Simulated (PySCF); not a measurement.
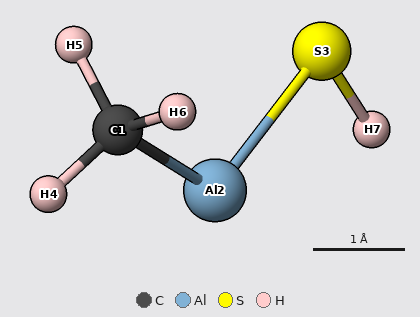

**Figure 1.** The structure (ball-and-stick view, seen at a tilt; atoms are numbered from 1 in the order of the input). Sticks mark near contacts. Bond lengths as drawn: Al–C 1.96 Å, Al–S 2.21 Å, C–H 1.09 to 1.10 Å and H–S 1.34 Å.

Run report: CH4AlS, energy and gradient calculation

- system: CH4AlS, multiplicity 2, SMILES [CH3][Al][SH]
- method: SVWN-RPA/STO-6G, UKS, SS(V)PE solvent chlorobenzene (PySCF 2.14.0)

The geometry comes from this level: PBE0-D4/def2-TZVP. Figures and captions count atoms from 1; the log counts them from 0 in places.

**The program's output**
```
PySCF version 2.14.0

[INPUT] num. atoms = 7
[INPUT] num. electrons = 39
[INPUT] charge = 0
[INPUT] spin (= nelec alpha-beta = 2S) = 1
[INPUT] symmetry False subgroup None
[INPUT] Mole.unit = angstrom
[INPUT] Symbol           X                Y                Z      unit          X                Y                Z       unit  Magmom
[INPUT]  1 C     -1.011400000000   0.583000000000  -0.368800000000 AA   -1.911269002385   1.101710330621  -0.696930994740 Bohr   0.0
[INPUT]  2 Al     0.014000000000  -0.910400000000   0.391000000000 AA    0.026456165744  -1.720406663804   0.738882914705 Bohr   0.0
[INPUT]  3 S      2.199200000000  -0.612300000000   0.442400000000 AA    4.155885693143  -1.157079306071   0.836014837508 Bohr   0.0
[INPUT]  4 H     -2.033800000000   0.306500000000  -0.631500000000 AA   -3.843324992140   0.579201057179  -1.193362047663 Bohr   0.0
[INPUT]  5 H     -0.508000000000   0.962400000000  -1.263500000000 AA   -0.959980871279   1.818672422281  -2.387668958388 Bohr   0.0
[INPUT]  6 H     -1.056800000000   1.397900000000   0.361400000000 AA   -1.997062568440   2.641648149529   0.682947021418 Bohr   0.0
[INPUT]  7 H      2.458000000000  -1.795100000000   1.023300000000 AA    4.644946814181  -3.392247366207   1.933756743267 Bohr   0.0

nuclear repulsion = 119.395172172345
number of shells = 17
number of NR pGTOs = 162
number of NR cGTOs = 27
basis = sto-6g
ecp = {}

******** <class 'pyscf.soscf.newton_ah.SecondOrderPCMDFUKS'> ********
method = SecondOrderPCMDFUKS
initial guess = minao
damping factor = 0.4
level_shift factor = 0
DIIS = <class 'pyscf.scf.diis.CDIIS'>
diis_start_cycle = 5
diis_space = 8
diis_damp = 0
SCF conv_tol = 1e-09
SCF conv_tol_grad = None
SCF max_cycles = 50
direct_scf = False
number electrons alpha = 20  beta = 19
XC library pyscf.dft.libxc version 7.0.0
    S. Lehtola, C. Steigemann, M. J.T. Oliveira, and M. A.L. Marques.,  SoftwareX 7, 1–5 (2018)
XC functionals = lda,vwn_rpa
    P. A. M. Dirac.,  Math. Proc. Cambridge Philos. Soc. 26, 376 (1930)
    F. Bloch.,  Z. Phys. 57, 545 (1929)
    S. H. Vosko, L. Wilk, and M. Nusair.,  Can. J. Phys. 58, 1200 (1980)
radial grids:
    Treutler-Ahlrichs [JCP 102, 346 (1995); DOI:10.1063/1.469408] (M4) radial grids

becke partition: Becke, JCP 88, 2547 (1988); DOI:10.1063/1.454033
pruning grids: <function nwchem_prune>
grids dens level: 5
symmetrized grids: False
atomic radii adjust function: <function treutler_atomic_radii_adjust>
small_rho_cutoff = 0
******** <class 'pyscf.solvent.pcm.PCM'> (In testing) ********

WARN: PCM is an experimental feature. It is still in testing.
Features and APIs may be changed in the future.

lebedev_order = 29 (302 grids per sphere)
eps = 5.6968
frozen = False
******** <class 'pyscf.solvent._attach_solvent.PCMDFUKS'> Newton solver flags ********
SCF tol = 1e-09
conv_tol_grad = None
max. SCF cycles = 50
direct_scf = False
max_cycle_inner = 12
max_stepsize = 0.05
ah_start_tol = 1e+09
ah_level_shift = 0
ah_conv_tol = 1e-12
ah_lindep = 1e-14
ah_start_cycle = 1
ah_max_cycle = 40
ah_grad_trust_region = 2.5
kf_interval = 4
kf_trust_region = 5
canonicalization = True
Set conv_tol_grad to 3.16228e-05
tot grids = 223240
PCM E_diel = -0.0240465900253984
  alpha nocc = 20  HOMO = -0.0489253015997792  LUMO = 0.0974284638632734
  beta  nocc = 19  HOMO = -0.213216687543478  LUMO = -0.0489253015997792

WARN: HOMO -0.0489253015997792 >= LUMO -0.0489253015997792

PCM E_diel = -0.016037805796477
Solvent Energy = -0.016037805796477
Initial guess E= -676.446733193931  |g|= 0.345289
PCM E_diel = -0.0038450758895307
PCM E_diel = -0.00501494947542274
PCM E_diel = -0.00475796518865921
Solvent Energy = -0.00475796518865921
macro= 0  E= -676.538853295929  delta_E= -0.0921201  |g|= 0.0439976  3 KF 10 JK
PCM E_diel = -0.00422630681282998
PCM E_diel = -0.00420610210970688
PCM E_diel = -0.00420326615648509
Solvent Energy = -0.00420326615648509
macro= 1  E= -676.539447631781  delta_E= -0.000594336  |g|= 9.19529e-05  3 KF 11 JK
PCM E_diel = -0.00420294345439745
Solvent Energy = -0.00420294345439745
macro= 2  E= -676.539447632047  delta_E= -2.658e-10  |g|= 1.37967e-05  1 KF 3 JK
Canonicalize SCF orbitals
macro X = 3  E=-676.539447632047  |g|= 1.37967e-05  total 8 KF 28 JK
converged SCF energy = -676.539447632047  <S^2> = 0.75109434  2S+1 = 2.001094
E(SVWN-RPA) = -676.539447632

******** <class 'pyscf.solvent.grad.pcm.PCMGradients'> for <class 'pyscf.soscf.newton_ah.SecondOrderPCMDFUKS'> ********
unit = Eh/Bohr
grid_response = False
--------------- SecondOrderPCMDFUKS (+PCM) gradients ---------------
         x                y                z
0 C    -0.0126280026     0.0053567042    -0.0049932590
1 Al    -0.0169678673    -0.0048636531     0.0009123414
2 S     0.0276973830    -0.0071130873     0.0056359229
3 H    -0.0003751643     0.0003770138     0.0002369376
4 H     0.0022003222    -0.0008003484    -0.0000503936
5 H     0.0007699398     0.0001033140     0.0015366384
6 H    -0.0006947831     0.0069397051    -0.0032811851
----------------------------------------------
**** SCF Summaries ****
Total Energy =                        -676.539447632046517
Nuclear Repulsion Energy =             119.395172172344800
One-electron Energy =                -1181.387400490215896
Two-electron Energy =                  385.456983629278909
Two-electron Coulomb Energy =          435.129940879199353
DFT Exchange-Correlation Energy =      -49.672957249920429
HOMO-LUMO gap [eV] =                     0.000000000000000
**** MO energy ****
                             alpha | beta                alpha | beta
MO #1   energy= -87.5103542977031  | -87.509535564268   occ= 1 | 1
MO #2   energy= -55.1282213244164  | -55.1221436642458  occ= 1 | 1
MO #3   energy= -9.65036950053319  | -9.64773843720248  occ= 1 | 1
MO #4   energy= -7.17345986016485  | -7.17226670013758  occ= 1 | 1
MO #5   energy= -5.29607280436388  | -5.29520624141948  occ= 1 | 1
MO #6   energy= -5.28635158399802  | -5.28385128717185  occ= 1 | 1
MO #7   energy= -5.27299447710852  | -5.27236235277867  occ= 1 | 1
MO #8   energy= -3.68095460627592  | -3.6738158052662   occ= 1 | 1
MO #9   energy= -2.27754509956514  | -2.27111616402923  occ= 1 | 1
MO #10  energy= -2.27398512090019  | -2.26602942575115  occ= 1 | 1
MO #11  energy= -2.27031078684025  | -2.26057973793287  occ= 1 | 1
MO #12  energy= -0.555809825017621 | -0.551885837679617 occ= 1 | 1
MO #13  energy= -0.543829402995906 | -0.54005153363148  occ= 1 | 1
MO #14  energy= -0.296886194116745 | -0.294235487132125 occ= 1 | 1
MO #15  energy= -0.292865987236945 | -0.290432770095266 occ= 1 | 1
MO #16  energy= -0.276710405426587 | -0.270521641833602 occ= 1 | 1
MO #17  energy= -0.213161464845545 | -0.200982229659409 occ= 1 | 1
MO #18  energy= -0.146464208132501 | -0.135649442985801 occ= 1 | 1
MO #19  energy= -0.0794125594647946 | -0.0761090451865743 occ= 1 | 1
MO #20  energy= -0.0126773354116631 | 0.035936208169221  occ= 1 | 0
MO #21  energy= 0.119903382059988  | 0.144373691863315  occ= 0 | 0
MO #22  energy= 0.251005092741195  | 0.253791275501375  occ= 0 | 0
MO #23  energy= 0.276390311399592  | 0.292036414260321  occ= 0 | 0
MO #24  energy= 0.37826292450585   | 0.400970818648754  occ= 0 | 0
MO #25  energy= 0.429159348536302  | 0.433144006526635  occ= 0 | 0
MO #26  energy= 0.442118121395357  | 0.447716146517627  occ= 0 | 0
MO #27  energy= 0.460280452504509  | 0.462572763079082  occ= 0 | 0

To work with the spin densities directly, `use mulliken_meta_spin()` only printing them here.

 ** Mulliken spin pop alpha/beta on meta-lowdin orthogonal AOs **
 ** Mulliken Spin Density (per AO)  **
spin_pop of  0 C 1s        0.00000
spin_pop of  0 C 2s        0.01917
spin_pop of  0 C 2px       0.01996
spin_pop of  0 C 2py       0.05954
spin_pop of  0 C 2pz       0.01607
spin_pop of  1 Al 1s        0.00000
spin_pop of  1 Al 2s        0.00003
spin_pop of  1 Al 3s        0.33961
spin_pop of  1 Al 2px      -0.00007
spin_pop of  1 Al 2py       0.00023
spin_pop of  1 Al 2pz      -0.00005
spin_pop of  1 Al 3px       0.05891
spin_pop of  1 Al 3py       0.30096
spin_pop of  1 Al 3pz       0.06513
spin_pop of  2 S 1s       -0.00000
spin_pop of  2 S 2s       -0.00000
spin_pop of  2 S 3s       -0.00078
spin_pop of  2 S 2px       0.00013
spin_pop of  2 S 2py       0.00001
spin_pop of  2 S 2pz      -0.00001
spin_pop of  2 S 3px       0.12464
spin_pop of  2 S 3py       0.00763
spin_pop of  2 S 3pz      -0.01062
spin_pop of  3 H 1s       -0.00291
spin_pop of  4 H 1s        0.00230
spin_pop of  5 H 1s       -0.00148
spin_pop of  6 H 1s        0.00161
 ** Mulliken Spin Density (per atom)  **
spin density of  0 C =      0.11475
spin density of  1 Al =      0.76475
spin density of  2 S =      0.12099
spin density of  3 H =     -0.00291
spin density of  4 H =      0.00230
spin density of  5 H =     -0.00148
spin density of  6 H =      0.00161
 ** Mulliken pop alpha/beta on meta-lowdin orthogonal AOs **
 ** Mulliken pop       alpha | beta **
pop of  0 C 1s        0.99980 | 0.99980
pop of  0 C 2s        0.54367 | 0.52450
pop of  0 C 2px       0.55458 | 0.53462
pop of  0 C 2py       0.60421 | 0.54467
pop of  0 C 2pz       0.53990 | 0.52383
pop of  1 Al 1s        1.00000 | 1.00000
pop of  1 Al 2s        0.99991 | 0.99989
pop of  1 Al 3s        0.85486 | 0.51525
pop of  1 Al 2px       0.99812 | 0.99819
pop of  1 Al 2py       0.99863 | 0.99840
pop of  1 Al 2pz       0.99849 | 0.99854
pop of  1 Al 3px       0.28556 | 0.22665
pop of  1 Al 3py       0.39276 | 0.09180
pop of  1 Al 3pz       0.15233 | 0.08720
pop of  2 S 1s        1.00000 | 1.00000
pop of  2 S 2s        0.99971 | 0.99971
pop of  2 S 3s        0.90397 | 0.90475
pop of  2 S 2px       0.99952 | 0.99940
pop of  2 S 2py       0.99939 | 0.99938
pop of  2 S 2pz       0.99978 | 0.99979
pop of  2 S 3px       0.74730 | 0.62265
pop of  2 S 3py       0.63005 | 0.62242
pop of  2 S 3pz       0.84924 | 0.85986
pop of  3 H 1s        0.47769 | 0.48060
pop of  4 H 1s        0.47920 | 0.47691
pop of  5 H 1s        0.47706 | 0.47854
pop of  6 H 1s        0.51427 | 0.51266
In total            20.00000 | 19.00000
 ** Mulliken atomic charges   ( Nelec_alpha | Nelec_beta ) **
charge of  0C =     -0.36957  (     3.24216      3.12741 )
charge of  1Al =      0.40344  (     6.68066      5.91591 )
charge of  2S =     -0.13694  (     8.12896      8.00797 )
charge of  3H =      0.04171  (     0.47769      0.48060 )
charge of  4H =      0.04389  (     0.47920      0.47691 )
charge of  5H =      0.04441  (     0.47706      0.47854 )
charge of  6H =     -0.02693  (     0.51427      0.51266 )
Dipole moment(X, Y, Z, Debye): -1.38325, -1.95497,  0.80217
```

The run was set up as follows.

**The input (run.py)**
```python
from pyscf import gto, dft, solvent

system = gto.Mole()
system.atom = [
    ('C', (-1.011400, 0.583000, -0.368800)),
    ('Al', (0.014000, -0.910400, 0.391000)),
    ('S', (2.199200, -0.612300, 0.442400)),
    ('H', (-2.033800, 0.306500, -0.631500)),
    ('H', (-0.508000, 0.962400, -1.263500)),
    ('H', (-1.056800, 1.397900, 0.361400)),
    ('H', (2.458000, -1.795100, 1.023300)),
]
system.charge = 0
system.basis = 'sto-6g'
system.max_memory = 1860
system.spin = 1
system.verbose = 4
system.build()

mf = dft.UKS(system, xc='lda,vwn_rpa')
mf = mf.density_fit(auxbasis='def2-universal-jkfit')
mf = mf.PCM()
mf.with_solvent.method = 'SS(V)PE'
mf.with_solvent.eps = 5.6968
mf.grids.level = 5
mf.damp = 0.4
mf.diis_start_cycle = 5
mf = mf.newton()
mf.kernel()

e_tot = mf.e_tot
print('E(%s) = %.9f' % ('SVWN-RPA', e_tot))
grad = mf.nuc_grad_method().kernel()
mf.analyze()
```

Launched with:
```bash
OMP_NUM_THREADS=1 python run.py
```

**Key numbers**

```json
{"quantity": "outcome", "value": "converged"}
{"quantity": "total energy", "value": "−676.539448 hartree"}
{"quantity": "solvation energy", "value": "−0.004203 hartree"}
{"quantity": "basis functions", "value": "27"}
{"quantity": "largest force", "value": "1.499 eV/Å"}
{"quantity": "⟨S²⟩", "value": "0.751"}
{"quantity": "dipole moment", "value": "2.53 D"}
{"quantity": "hardware", "value": "1 thread of Arm Neoverse V1, 24 GiB of memory available, shared host"}
{"quantity": "wall time", "value": "23 s"}
{"quantity": "peak memory", "value": "0.45 GiB"}
```

Settings chosen away from the usual ones: tied set to false; fitting set to def2-universal-jkfit (from none); grid set to 5; damp set to 0.4. The record of the run, not the program, notes: logged alpha LUMO and gap are faulty.
